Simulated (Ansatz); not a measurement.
Starting cell, Al₂Au (fluorite type, space group Fm-3m):

```yaml
crystal:
  lattice:
    - [0.00000, 6.05991, 6.05991]
    - [3.02996, 3.02996, 6.05991]
    - [3.02996, 3.02996, 0.00000]
  atoms:
    - { symbol: Al, position: [0.00000, 0.25000, 0.25000] }
    - { symbol: Al, position: [0.50000, 0.25000, 0.25000] }
    - { symbol: Al, position: [0.00000, 0.75000, 0.75000] }
    - { symbol: Al, position: [0.50000, 0.75000, 0.75000] }
    - { symbol: Au, position: [0.00000, 0.00000, 0.00000] }
    - { symbol: Au, position: [0.50000, 0.00000, 0.00000] }
```

A phonon eigenvector at X = (0.5, 0.5, 0.0) is frozen into this cell: atom i moves by Q times the vector below, so Q is the largest atomic displacement, in Å. The cell is held. It is one choice among 2 degenerate patterns. (q is in reciprocal vectors of the primitive cell; the cell shown is doubled to hold the pattern.)

```tsv
atom	x	y	z
Al1	0.000	1.000	0.000
Al2	0.000	-1.000	0.000
Al3	0.000	1.000	0.000
Al4	0.000	-1.000	0.000
Au5	-0.132	0.000	0.000
Au6	0.132	0.000	0.000
```

Level of theory: PBE (plane waves to 420 eV, PAW, scalar-relativistic; Ansatz, an electronic-structure program). k mesh 13×13×13 (Γ-centred), Fermi-Dirac smearing 0.05 eV. The energy includes the smearing's −TS. With partly filled bands, energies and forces of such displacements shift with the k mesh and the smearing. Al2Au was relaxed with its symmetry unable to fall. Spin-orbit coupling is left out, though Au is heavy. ΔE is measured from the undisplaced structure.

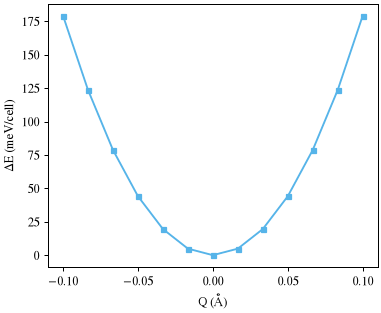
Fig. 1. ΔE (meV/cell) against Q (Å); computed points joined by lines.

What is the energy change at Q = 0.100 Å?

About 180 meV/cell.

What harmonic wavenumber does the curvature at Q = 0 give?

About 290 cm⁻¹.

(A displaced cell: forces are minus the slopes of the energy, force constants its curvatures, and phonons follow from these.)
